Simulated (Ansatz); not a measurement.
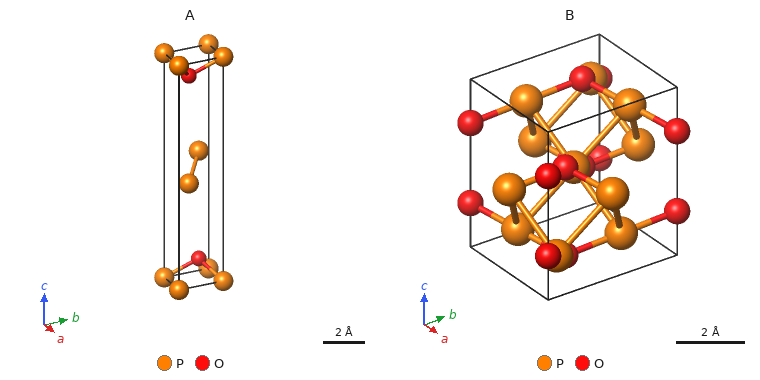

Two structures of P₃O₂, each relaxed to rest (conventional cells in solid outline, small ones repeated, not to one scale). Method: Ansatz, DFT PBE, scalar-relativistic, plane waves, PAW, without spin polarisation.

> State the structure in each panel.

A: 5 atoms a cell on a primitive hexagonal lattice, P-3m1. B: 15 atoms a cell on a rhombohedral (trigonal R) lattice, R-3m.

> Which has the lower energy, and by how much?

B is lower, by 180 meV/atom at this level of theory (energies at zero smearing). Volumes: A 18.5, B 11.4 Å³/atom.

One or both may be structure types tried for this composition rather than known phases.
